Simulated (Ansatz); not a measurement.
**Run report: C3H9B, geometry relaxation (part 2 of 2)**

The same run, continued: C3H9B; RKS revPBE/def2-SVP (Ansatz 0.2.0). It belongs to a series of runs on one base structure; here: end point B relaxed.

Geometry of the input (Å):
```
B  -0.5862  1.7701  0.4216
C  0.7568  -0.7822  0.1315
C  -0.2239  -1.9529  0.2475
C  -0.2706  2.3778  -0.8004
H  0.2472  0.1390  -0.1796
H  -0.9541  1.4035  1.5015
H  1.5310  -0.9571  -0.6450
H  1.2807  -0.5801  1.0872
H  0.3025  -2.8906  0.5218
H  -0.9933  -1.7682  1.0254
H  -0.7568  -2.1356  -0.7081
H  0.3543  1.9891  -1.6171
H  -0.6877  3.3871  -0.9864
```

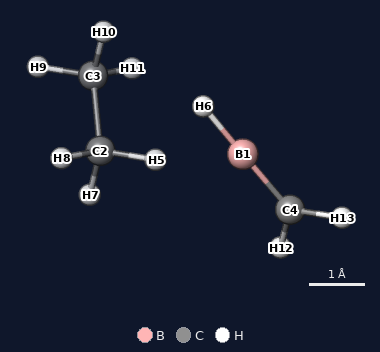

*The geometry at step 14 of the log (ball-and-stick view, seen at a tilt; atoms are numbered from 1 in the order of the input).*

**Trajectory as extended XYZ, continued**
```
13
Properties=species:S:1:pos:R:3:forces:R:3 step=4 energy=-3928.05166
B    -0.6060    1.9214    0.3623   -0.0856   0.1369   0.0529
C     0.7880   -0.9062    0.1561   -0.0054   0.0483  -0.0659
C    -0.2078   -2.0638    0.2761    0.0074  -0.0073   0.0068
C    -0.3067    2.5889   -0.8321    0.0036  -0.0236  -0.0589
H     0.2752    0.0311   -0.1712   -0.0065  -0.0444   0.0257
H    -0.9573    1.5060    1.4315    0.0587  -0.0301  -0.0711
H     1.5662   -1.0959   -0.6126    0.0110  -0.0327   0.0293
H     1.3018   -0.6872    1.1140    0.0097  -0.0174   0.0009
H     0.3034   -3.0057    0.5652   -0.0022  -0.0056   0.0002
H    -0.9823   -1.8600    1.0446   -0.0007   0.0000  -0.0053
H    -0.7335   -2.2511   -0.6832    0.0052  -0.0079   0.0079
H     0.3099    2.2279   -1.6716   -0.0308   0.0347   0.0672
H    -0.7509    3.5946   -0.9791    0.0356  -0.0510   0.0103
13
Properties=species:S:1:pos:R:3:forces:R:3 step=5 energy=-3928.05993
B    -0.6342    2.0131    0.3761   -0.0916   0.1063   0.1231
C     0.8029   -0.9518    0.1420   -0.0797   0.1984  -0.0715
C    -0.1980   -2.1046    0.2783    0.0121  -0.0258   0.0081
C    -0.3131    2.6574   -0.8201   -0.0327  -0.0211  -0.1831
H     0.2993   -0.0145   -0.2083    0.0440  -0.1816   0.0463
H    -0.9866    1.5985    1.4417    0.0534  -0.0713  -0.0068
H     1.5920   -1.1670   -0.6096    0.0022  -0.0182   0.0536
H     1.3009   -0.7098    1.1040    0.0294  -0.0511  -0.0219
H     0.3065   -3.0436    0.5911   -0.0057   0.0182  -0.0073
H    -0.9787   -1.8845    1.0367    0.0046   0.0069  -0.0210
H    -0.7158   -2.3110   -0.6819    0.0042  -0.0033   0.0194
H     0.2879    2.2626   -1.6552    0.0033   0.0575   0.0614
H    -0.7630    3.6552   -0.9950    0.0565  -0.0149  -0.0004
13
Properties=species:S:1:pos:R:3:forces:R:3 step=7 energy=-3928.07833
B    -0.7329    2.2898    0.3913   -0.1161  -0.1286   0.3789
C     0.8440   -1.0998    0.1067   -0.1105   0.3717  -0.0576
C    -0.1669   -2.2404    0.2969   -0.0121  -0.0638   0.0029
C    -0.3834    2.8693   -0.8238    0.1689   0.1185  -0.3341
H     0.3551   -0.1663   -0.2924    0.1578  -0.4491   0.0828
H    -1.0726    1.8570    1.4601    0.0518   0.0143  -0.1394
H     1.6503   -1.3792   -0.6109   -0.0922   0.0745   0.1296
H     1.3217   -0.8071    1.0697    0.0289  -0.1070  -0.1201
H     0.3246   -3.1698    0.6662   -0.0266   0.1227  -0.0419
H    -0.9554   -1.9756    1.0359    0.0420  -0.0011  -0.0776
H    -0.6757   -2.4977   -0.6585    0.0189   0.0190   0.0802
H     0.2899    2.4457   -1.5954   -0.1683   0.1115   0.1593
H    -0.7987    3.8740   -1.0457    0.0575  -0.0826  -0.0632
13
Properties=species:S:1:pos:R:3:forces:R:3 step=8 energy=-3928.08408
B    -0.7636    2.3947    0.4098    0.0625  -0.0037  -0.0520
C     0.8589   -1.1530    0.0964   -0.0444   0.3240  -0.0509
C    -0.1558   -2.2885    0.2992   -0.0236  -0.0882   0.0092
C    -0.3895    2.9520   -0.8122   -0.0240   0.0845  -0.1859
H     0.3763   -0.2267   -0.3233    0.1542  -0.4222   0.0891
H    -1.1025    1.9641    1.4671   -0.0381  -0.0570   0.1255
H     1.6733   -1.4509   -0.6072   -0.1350   0.0990   0.1519
H     1.3302   -0.8470    1.0600    0.0081  -0.1041  -0.1525
H     0.3312   -3.2128    0.6907   -0.0466   0.1549  -0.0575
H    -0.9510   -2.0078    1.0264    0.0611  -0.0126  -0.0931
H    -0.6573   -2.5632   -0.6563    0.0297   0.0259   0.1017
H     0.2697    2.4968   -1.5766   -0.1115   0.1105   0.1535
H    -0.8198    3.9423   -1.0741    0.1076  -0.1109  -0.0392
13
Properties=species:S:1:pos:R:3:forces:R:3 step=10 energy=-3928.09472
B    -0.7932    2.5076    0.4187    0.0864   0.0253  -0.1500
C     0.8738   -1.2213    0.0898    0.0504   0.1643  -0.1203
C    -0.1440   -2.3482    0.3074   -0.0201  -0.1172   0.0508
C    -0.4191    3.0555   -0.8143   -0.1129   0.0872   0.0671
H     0.3915   -0.3207   -0.3648    0.1148  -0.1710   0.1108
H    -1.1295    2.0688    1.4822    0.0113   0.0204  -0.0453
H     1.6943   -1.5307   -0.5989   -0.1172   0.0317   0.0868
H     1.3523   -0.9043    1.0444   -0.0658  -0.0186  -0.0959
H     0.3393   -3.2574    0.7349   -0.0790   0.1118  -0.0503
H    -0.9520   -2.0417    1.0093    0.0701  -0.0330  -0.0616
H    -0.6332   -2.6505   -0.6455    0.0467   0.0212   0.0772
H     0.2671    2.6038   -1.5544   -0.0786   0.0410   0.1176
H    -0.8474    4.0389   -1.1088    0.0939  -0.1633   0.0131
13
Properties=species:S:1:pos:R:3:forces:R:3 step=11 energy=-3928.09781
B    -0.8009    2.5508    0.4202    0.0673   0.0318  -0.1393
C     0.8779   -1.2482    0.0854    0.0715   0.0759  -0.1042
C    -0.1388   -2.3733    0.3119   -0.0323  -0.0969   0.0497
C    -0.4324    3.0989   -0.8137   -0.0803   0.0921   0.0561
H     0.3974   -0.3579   -0.3814    0.0662  -0.0607   0.0830
H    -1.1340    2.1086    1.4827    0.0102   0.0106  -0.0338
H     1.7000   -1.5630   -0.5960   -0.0770   0.0023   0.0445
H     1.3560   -0.9233    1.0357   -0.0643   0.0110  -0.0495
H     0.3411   -3.2744    0.7569   -0.0638   0.0810  -0.0388
H    -0.9530   -2.0565    1.0010    0.0592  -0.0328  -0.0424
H    -0.6202   -2.6900   -0.6394    0.0394   0.0136   0.0553
H     0.2703    2.6528   -1.5407   -0.0651   0.0165   0.0961
H    -0.8634    4.0754   -1.1227    0.0689  -0.1446   0.0231
13
Properties=species:S:1:pos:R:3:forces:R:3 step=13 energy=-3928.10030 accepted=F
B    -0.8287    2.6752    0.4291    0.0416   0.0143  -0.1213
C     0.8871   -1.3183    0.0591    0.0461  -0.0733   0.0565
C    -0.1235   -2.4424    0.3239   -0.0399  -0.0021  -0.0160
C    -0.4709    3.2060   -0.8100    0.0642   0.1568  -0.0151
H     0.4126   -0.4471   -0.4353   -0.0433   0.0382  -0.0447
H    -1.1478    2.2301    1.4855   -0.0554  -0.0674   0.1468
H     1.7136   -1.6604   -0.5987    0.0027   0.0176   0.0039
H     1.3461   -0.9523    1.0016    0.0146  -0.0021  -0.0024
H     0.3508   -3.3170    0.8175    0.0118   0.0219  -0.0085
H    -0.9500   -2.1027    0.9836    0.0040  -0.0049  -0.0126
H    -0.5837   -2.8073   -0.6190    0.0015   0.0049   0.0220
H     0.2998    2.7760   -1.4724   -0.0401  -0.0319   0.0049
H    -0.9052    4.1602   -1.1648   -0.0079  -0.0720  -0.0134
13
Properties=species:S:1:pos:R:3:forces:R:3 step=14 energy=-3928.10223
B    -0.8118    2.6441    0.4308    0.0282   0.0063  -0.0476
C     0.8834   -1.2984    0.0667    0.0306  -0.0354   0.0119
C    -0.1287   -2.4232    0.3190   -0.0230  -0.0175   0.0025
C    -0.4442    3.1884   -0.8007   -0.0851   0.0715  -0.0363
H     0.4072   -0.4243   -0.4227   -0.0192   0.0349  -0.0171
H    -1.1393    2.1945    1.4880   -0.0063  -0.0178   0.0480
H     1.7106   -1.6319   -0.5945   -0.0009   0.0001  -0.0008
H     1.3444   -0.9418    1.0117   -0.0024   0.0066   0.0023
H     0.3470   -3.3026    0.8028   -0.0031   0.0126  -0.0056
H    -0.9548   -2.0899    0.9824    0.0096  -0.0053  -0.0083
H    -0.5904   -2.7777   -0.6268    0.0063   0.0025   0.0131
H     0.2867    2.7382   -1.4924    0.0233  -0.0105   0.0189
H    -0.9100    4.1247   -1.1644    0.0418  -0.0481   0.0189
13
Properties=species:S:1:pos:R:3:forces:R:3 step=15 energy=-3928.10308
B    -0.8204    2.6847    0.4345    0.0135  -0.0048  -0.0259
C     0.8850   -1.3209    0.0569    0.0073  -0.0409   0.0415
C    -0.1242   -2.4461    0.3232   -0.0091  -0.0020  -0.0116
C    -0.4562    3.2234   -0.7994   -0.0299   0.0837  -0.0525
H     0.4076   -0.4542   -0.4439   -0.0268   0.0324  -0.0356
H    -1.1430    2.2333    1.4915   -0.0151  -0.0256   0.0641
H     1.7146   -1.6624   -0.5966    0.0099   0.0069  -0.0032
H     1.3396   -0.9480    0.9987    0.0106  -0.0042   0.0003
H     0.3528   -3.3148    0.8236    0.0055   0.0028  -0.0007
H    -0.9545   -2.1060    0.9772   -0.0013   0.0015  -0.0032
H    -0.5791   -2.8185   -0.6189    0.0015   0.0041   0.0108
H     0.3053    2.7814   -1.4638    0.0065  -0.0074   0.0076
H    -0.9275    4.1481   -1.1829    0.0275  -0.0465   0.0086
13
Properties=species:S:1:pos:R:3:forces:R:3 step=17 energy=-3928.10387
B    -0.8241    2.7272    0.4418   -0.0179  -0.0174   0.0324
C     0.8810   -1.3424    0.0435   -0.0243   0.0037   0.0114
C    -0.1196   -2.4713    0.3286    0.0163   0.0054  -0.0079
C    -0.4624    3.2640   -0.7939    0.0345   0.0239  -0.0565
H     0.3965   -0.4903   -0.4793    0.0040  -0.0093  -0.0011
H    -1.1419    2.2707    1.5011    0.0041  -0.0025   0.0045
H     1.7173   -1.6890   -0.5988    0.0059   0.0019  -0.0023
H     1.3282   -0.9454    0.9795   -0.0006  -0.0050  -0.0078
H     0.3632   -3.3230    0.8522   -0.0017   0.0012  -0.0012
H    -0.9576   -2.1240    0.9685   -0.0038   0.0012   0.0020
H    -0.5643   -2.8699   -0.6075    0.0016   0.0036   0.0055
H     0.3407    2.8357   -1.4204   -0.0322   0.0198   0.0204
H    -0.9570    4.1578   -1.2151    0.0142  -0.0266   0.0005
13
Properties=species:S:1:pos:R:3:forces:R:3 step=18 energy=-3928.10394
B    -0.8223    2.7318    0.4445   -0.0233  -0.0156   0.0420
C     0.8757   -1.3427    0.0384   -0.0089  -0.0238  -0.0117
C    -0.1187   -2.4751    0.3302    0.0159   0.0249   0.0051
C    -0.4605    3.2689   -0.7917    0.0107  -0.0386   0.0605
H     0.3875   -0.4984   -0.4918   -0.0076   0.0141  -0.0056
H    -1.1382    2.2737    1.5055    0.0140   0.0115  -0.0312
H     1.7153   -1.6883   -0.6007   -0.0015  -0.0037   0.0008
H     1.3205   -0.9372    0.9709    0.0030   0.0085   0.0158
H     0.3679   -3.3201    0.8602    0.0046  -0.0112   0.0071
H    -0.9595   -2.1276    0.9665   -0.0014   0.0001   0.0027
H    -0.5600   -2.8821   -0.6029   -0.0067  -0.0059  -0.0153
H     0.3577    2.8519   -1.4013    0.0407  -0.0197  -0.0345
H    -0.9653    4.1453   -1.2281   -0.0395   0.0595  -0.0356
13
Properties=species:S:1:pos:R:3:forces:R:3 step=20 energy=-3928.10420
B    -0.8209    2.7361    0.4494   -0.0110  -0.0098   0.0228
C     0.8696   -1.3423    0.0321   -0.0068  -0.0028  -0.0073
C    -0.1175   -2.4789    0.3316    0.0057   0.0014   0.0022
C    -0.4588    3.2697   -0.7887    0.0059   0.0355  -0.0030
H     0.3761   -0.5052   -0.5063    0.0058  -0.0041   0.0092
H    -1.1327    2.2791    1.5122    0.0079   0.0129  -0.0340
H     1.7127   -1.6879   -0.6025   -0.0036  -0.0008   0.0010
H     1.3106   -0.9265    0.9628   -0.0069   0.0035  -0.0036
H     0.3740   -3.3173    0.8690   -0.0057   0.0073  -0.0053
H    -0.9616   -2.1321    0.9643    0.0056  -0.0029  -0.0024
H    -0.5555   -2.8961   -0.5995    0.0034   0.0015   0.0051
H     0.3826    2.8685   -1.3810   -0.0142   0.0022   0.0003
H    -0.9784    4.1328   -1.2435    0.0137  -0.0438   0.0151
13
Properties=species:S:1:pos:R:3:forces:R:3 step=21 energy=-3928.10452
B    -0.8164    2.7320    0.4532   -0.0006   0.0029  -0.0010
C     0.8642   -1.3367    0.0287   -0.0007   0.0001  -0.0005
C    -0.1174   -2.4767    0.3314    0.0003   0.0007  -0.0002
C    -0.4502    3.2633   -0.7845    0.0033  -0.0039   0.0015
H     0.3675   -0.5027   -0.5107   -0.0013   0.0000  -0.0002
H    -1.1323    2.2804    1.5152    0.0003  -0.0018   0.0015
H     1.7085   -1.6805   -0.6051    0.0003   0.0010  -0.0001
H     1.3029   -0.9163    0.9583   -0.0006   0.0008  -0.0004
H     0.3780   -3.3120    0.8695    0.0003   0.0005   0.0001
H    -0.9622   -2.1327    0.9644   -0.0001  -0.0002   0.0002
H    -0.5544   -2.8976   -0.5983   -0.0003  -0.0001   0.0000
H     0.3976    2.8703   -1.3722    0.0008   0.0012   0.0005
H    -0.9857    4.1092   -1.2497   -0.0017  -0.0010  -0.0015
13
Properties=species:S:1:pos:R:3:forces:R:3 step=23 energy=-3928.10484
B    -0.8048    2.7250    0.4637    0.0131   0.0163  -0.0245
C     0.8456   -1.3235    0.0155    0.0080   0.0067  -0.0054
C    -0.1164   -2.4757    0.3328   -0.0047   0.0000   0.0027
C    -0.4341    3.2485   -0.7762   -0.0100   0.0109  -0.0166
H     0.3356   -0.5047   -0.5347   -0.0023  -0.0024  -0.0010
H    -1.1225    2.2825    1.5281   -0.0083  -0.0111   0.0198
H     1.6964   -1.6615   -0.6130   -0.0021   0.0029   0.0015
H     1.2763   -0.8833    0.9396    0.0020  -0.0014   0.0023
H     0.3929   -3.2961    0.8806    0.0040  -0.0032   0.0037
H    -0.9662   -2.1381    0.9623   -0.0035   0.0013   0.0021
H    -0.5470   -2.9152   -0.5910   -0.0025  -0.0023  -0.0065
H     0.4547    2.8955   -1.3290   -0.0200   0.0125   0.0089
H    -1.0103    4.0467   -1.2785    0.0261  -0.0303   0.0131
13
Properties=species:S:1:pos:R:3:forces:R:3 step=24 energy=-3928.10490
B    -0.8025    2.7210    0.4646    0.0106   0.0110  -0.0159
C     0.8435   -1.3198    0.0150    0.0054   0.0057  -0.0008
C    -0.1167   -2.4735    0.3324   -0.0028   0.0004   0.0006
C    -0.4311    3.2427   -0.7756   -0.0100   0.0065  -0.0125
H     0.3319   -0.5013   -0.5338   -0.0040   0.0007  -0.0043
H    -1.1222    2.2803    1.5292   -0.0073  -0.0103   0.0195
H     1.6942   -1.6560   -0.6143   -0.0001   0.0020   0.0004
H     1.2740   -0.8796    0.9392    0.0036  -0.0014   0.0029
H     0.3942   -3.2933    0.8792    0.0050  -0.0058   0.0050
H    -0.9665   -2.1376    0.9627   -0.0047   0.0025   0.0026
H    -0.5472   -2.9130   -0.5914   -0.0033  -0.0027  -0.0070
H     0.4589    2.8934   -1.3277   -0.0078   0.0062   0.0048
H    -1.0106    4.0368   -1.2795    0.0153  -0.0147   0.0048
```

**Results in brief**

- outcome: converged
- total energy: −3928.1049 eV
- mean-field energy: −3928.1049 eV
- largest force (length of the vector) at the end: 0.023 eV/Å
- hardware: 2 threads of Intel Xeon (Sapphire Rapids), 16 GiB of memory available, shared host
- wall time: 25 s (CPU time 46 s)
- peak memory: 0.14 GiB
